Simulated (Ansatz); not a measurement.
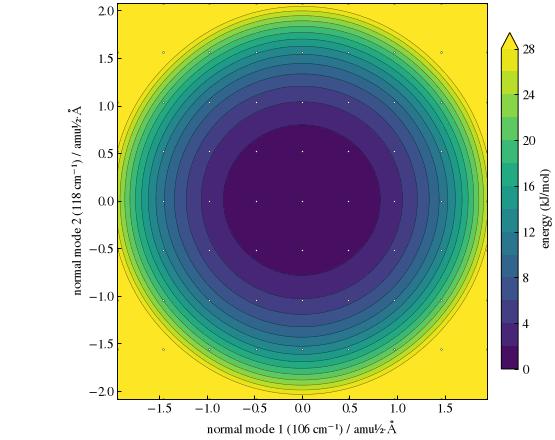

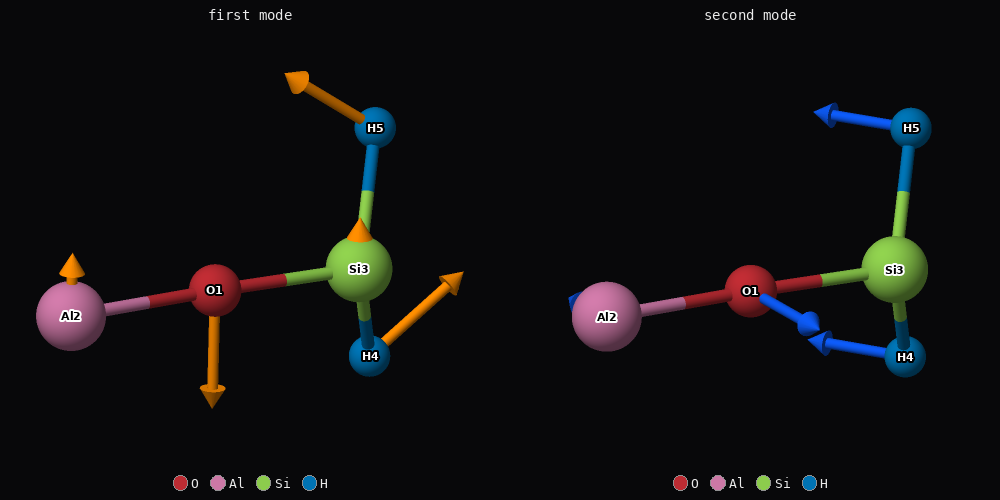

Energy landscape of AlH₂OSi, spin multiplicity 2. The first coordinate is: normal mode 1 (106 cm⁻¹); the second: normal mode 2 (118 cm⁻¹). Nothing is relaxed (straight displacements along the two mass-weighted modes). The scan uses a 9 × 9 grid; 45 points were computed and 36 follow by symmetry. All energies are given in kJ/mol relative to the lowest grid point. Method: Ansatz 0.2.0, UKS r2SCAN0-D4/def2-SVP.

In the figure: filled contours, dots at the grid points, one colour for all values above the top of the scale. Between grid points the surface is interpolated. The second picture is the structure at the lowest point

Summarise what can be read from the map.

Answer. The lowest grid point is at normal mode 1 (106 cm⁻¹) = 0.00 amu½·Å, normal mode 2 (118 cm⁻¹) = 0.00 amu½·Å. No other kind of well shows on this grid. The highest grid point, normal mode 1 (106 cm⁻¹) = −1.94 amu½·Å, normal mode 2 (118 cm⁻¹) = −2.08 amu½·Å, lies 83.4 kJ/mol above the lowest.

Grid values (kJ/mol):

| normal mode 2 (118 cm⁻¹) ↓, normal mode 1 (106 cm⁻¹) → | −1.94 | −1.46 | −0.97 | −0.49 | 0.00 | 0.49 | 0.97 | 1.46 | 1.94 |
| --- | --- | --- | --- | --- | --- | --- | --- | --- | --- |
| 2.08 | 81.6 | 56.8 | 41.0 | 32.4 | 29.7 | 32.4 | 41.0 | 56.8 | 81.6 |
| 1.56 | 54.6 | 33.4 | 20.8 | 14.4 | 12.5 | 14.4 | 20.8 | 33.4 | 54.6 |
| 1.04 | 37.4 | 19.4 | 9.6 | 5.2 | 4.0 | 5.2 | 9.6 | 19.4 | 37.4 |
| 0.52 | 28.2 | 12.3 | 4.5 | 1.5 | 0.7 | 1.5 | 4.5 | 12.3 | 28.2 |
| 0.00 | 25.5 | 10.3 | 3.1 | 0.6 | 0.0 | 0.6 | 3.1 | 10.3 | 25.5 |
| −0.52 | 28.7 | 12.6 | 4.6 | 1.5 | 0.8 | 1.5 | 4.6 | 12.6 | 28.7 |
| −1.04 | 38.3 | 19.9 | 9.9 | 5.4 | 4.1 | 5.4 | 9.9 | 19.9 | 38.3 |
| −1.56 | 56.0 | 34.2 | 21.2 | 14.7 | 12.7 | 14.7 | 21.2 | 34.2 | 56.0 |
| −2.08 | 83.4 | 57.9 | 41.6 | 32.8 | 30.0 | 32.8 | 41.6 | 57.9 | 83.4 |

The whole map (45 points run) took 13 min on 1 thread of Arm Neoverse V1, on a shared host.
